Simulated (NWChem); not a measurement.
# C5H6 (pent-3-en-1-yne) at SVWN5/SBKJC-VDZ (core potential)

Aim: the vertical ionisation energy of C5H6 (pent-3-en-1-yne) at SVWN5/SBKJC-VDZ (core potential), from 2 runs. 

The calculation is run with NWChem 7.3.0.

### Step 1. The structure to begin with

The species is C5H6 (11 atoms), meant as a singlet with charge 0. As SMILES, `C#C/C=C/C`. The shape is that of a PBE0-D4/def2-TZVP optimisation.

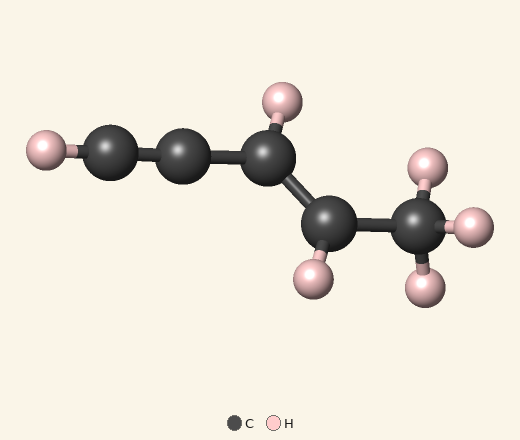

The structure, seen from a chosen angle (carbon dark grey, hydrogen pink).

### Step 2. The energy at SVWN5/SBKJC-VDZ (core potential)

File a.nw:

```
start a
memory 2200 mb
charge 0
geometry noautosym nocenter noautoz
 C    -1.516600    1.700600    2.003600
 C    -0.739100    1.143700    1.272900
 C     0.204200    0.511000    0.426200
 C    -0.092900   -0.483100   -0.413900
 C     0.889700   -1.151100   -1.304600
 H    -2.210500    2.187700    2.646400
 H     1.227200    0.877200    0.483800
 H    -1.121000   -0.834000   -0.456000
 H     1.889700   -0.729500   -1.189400
 H     0.593600   -1.055200   -2.354300
 H     0.941200   -2.224300   -1.094000
end
basis spherical bse
 * library SBKJC-VDZ
end
ecp bse
 C library SBKJC-VDZ
end
dft
 xc slater vwn_5
 mult 1
 grid fine
 convergence energy 1e-08
 maxiter 100
 mulliken
 print low
end
task dft energy
```

Launch:

```console
$ nwchem a.nw > a.out
```

What it wrote:

```text
[...]
 d= 0,ls=0.0,diis     1    -31.4749563608 -1.04D+02  1.09D-01  1.28D-01     1.7
[...]
 d= 0,ls=0.0,diis    11    -31.5010091001 -7.31D-10  1.11D-06  1.21D-09     9.1
         Total DFT energy =      -31.501009100127
      One electron energy =     -189.617926229950
           Coulomb energy =       95.964505387048
    Exchange-Corr. energy =      -10.502128695606
 Nuclear repulsion energy =       72.654540438381
[...]
      Total Density - Mulliken Population Analysis
     ---------------------------------------------
    Atom       Charge   Shell Charges
 -----------   ------   -------------------------------------------------------
    1 C    4     4.53   1.14  2.55 -0.12  0.97
    2 C    4     4.44   1.13  2.53  0.23  0.55
    3 C    4     3.76   1.13  2.64 -0.90  0.89
    4 C    4     4.27   1.14  2.56 -0.14  0.70
    5 C    4     4.53   1.13  2.75  0.02  0.64
    6 H    1     0.62   0.43  0.19
    7 H    1     0.71   0.44  0.26
    8 H    1     0.69   0.44  0.25
    9 H    1     0.80   0.44  0.36
   10 H    1     0.82   0.43  0.39
[...]
```

It took 10 s on 1 thread of AMD EPYC 7R43 (Zen 3), shared host; peak memory 0.11 GiB.

### Step 3. The doublet cation at the same level

File c5h6.nw:

```
start c5h6
memory total 2200 mb
charge 1

geometry units au noautosym nocenter noautoz
  C     -2.86595864     3.21366825     3.78625526
  C     -1.39669658     2.16127977     2.40543238
  C      0.38588207     0.96565005     0.80540127
  C     -0.17555556    -0.91292669    -0.78215764
  C      1.68128933    -2.17526374    -2.46533670
  H     -4.17723960     4.13415384     5.00097122
  H      2.31907190     1.65766776     0.91424950
  H     -2.11838299    -1.57603159    -0.86171511
  H      3.57101546    -1.37855521    -2.24764025
  H      1.12174143    -1.99403901    -4.44898222
  H      1.77861023    -4.20331782    -2.06736038
end

basis "ao basis" spherical bse
  C library SBKJC-VDZ
  H library SBKJC-VDZ
end

ecp bse
  C library SBKJC-VDZ
end

dft
  xc slater vwn_5
  mult 2
  grid fine
  convergence energy 1e-08
  maxiter 100
  mulliken
  noprint "final vectors analysis"
end

task dft energy
```

Launch:

```console
$ nwchem c5h6.nw > c5h6.out
```

What it wrote:

```text
[...]
          Wavefunction type:  spin polarized.
          No. of atoms     :    11
          No. of electrons :    25
[...]
          Charge           :     1
          Spin multiplicity:     2
[...]
          AO basis - number of functions:    52
[...]
              XC Information
              --------------
                        Slater Exchange Functional  1.000 local
                      VWN V Correlation Functional  1.000 local
[...]
 d= 0,ls=0.0,diis     1    -31.1437069008 -1.04D+02  3.94D-02  5.10D-02     2.5
[...]
 d= 0,ls=0.0,diis    14    -31.1775906754 -1.46D-10  2.24D-07  1.71D-11    16.1
[...]
         Total DFT energy =      -31.177590675379
      One electron energy =     -183.721865189580
           Coulomb energy =       90.069274868678
    Exchange-Corr. energy =      -10.179535564546
 Nuclear repulsion energy =       72.654535210068
[...]
      Total Density - Mulliken Population Analysis
     ---------------------------------------------
    Atom       Charge   Shell Charges
 -----------   ------   -------------------------------------------------------
    1 C    4     4.43   1.17  2.44  0.23  0.58
    2 C    4     4.06   1.13  2.52  0.11  0.30
    3 C    4     3.68   1.15  2.59 -0.73  0.67
    4 C    4     4.16   1.17  2.49 -0.03  0.53
    5 C    4     4.47   1.14  2.77  0.08  0.49
    6 H    1     0.62   0.42  0.20
    7 H    1     0.66   0.43  0.23
    8 H    1     0.66   0.44  0.23
    9 H    1     0.76   0.43  0.33
   10 H    1     0.75   0.42  0.33
[...]
      <S2> =      0.7520 (Exact =     0.7500)
[...]
```

Run time: 17 s. Hardware: 1 thread of AMD EPYC 7R43 (Zen 3), shared host; peak memory 0.11 GiB.

### Step 4. Results

At SVWN5/SBKJC-VDZ (core potential):

```
                                          quantity         value
                        singlet C5H6: total energy  -31.50101 Eh
                      doublet cation: total energy  -31.17759 Eh
                              doublet cation: ⟨S²⟩         0.752
vertical ionisation energy (to the doublet cation)      8.801 eV
```

The vertical ionisation energy comes to 8.80 eV (203 kcal/mol). Mulliken charges (singlet C5H6) run from -0.53 on C1 to +0.38 on H6; they depend strongly on the basis. Mulliken charges (doublet cation) run from -0.47 on C5 to +0.38 on H6; they depend strongly on the basis.
